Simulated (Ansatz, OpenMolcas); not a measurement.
# A ladder of methods for C4H11As (tert-butylarsine)

C4H11As has 16 atoms, charge 0, and is taken as a singlet. As SMILES, `CC(C)(C)[AsH2]`. Geometry: relaxed at PBE0-D4/def2-TZVP. This is one conformer, not always the lowest.

Each level gives the electronic atomisation energy (eV). The values are calculated. Electronic energies at fixed atoms, without zero-point motion or spin-orbit coupling.

```tsv
level	kind	program	value (eV)
HF/6-31G* (spherical functions)	Hartree–Fock	OpenMolcas	45.07
SVWN5/6-31G* (spherical functions)	LDA	Ansatz	69.27
BLYP/6-31G* (spherical functions)	GGA	OpenMolcas	59.97
TPSS/6-31G* (spherical functions)	meta-GGA	OpenMolcas	61.27
r2SCAN/6-31G* (spherical functions)	meta-GGA	Ansatz	60.69
BHLYP/6-31G* (spherical functions)	global hybrid	OpenMolcas	59.23
CAM-B3LYP/6-31G* (spherical functions)	range-separated hybrid	Ansatz	60.98
MP2/6-31G* (spherical functions)	perturbation theory	Ansatz	55.27
CCSD/6-31G* (spherical functions)	coupled cluster or CI	Ansatz	54.66
```

All-electron rows without a relativistic Hamiltonian named are non-relativistic. The values span 45.07 to 69.27 eV. In the correlated wave-function rows the outer d shell of As is correlated, in sets not made for it.

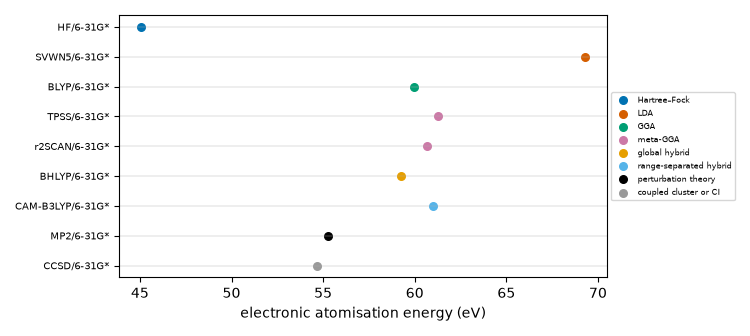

The values of the table, level by level.
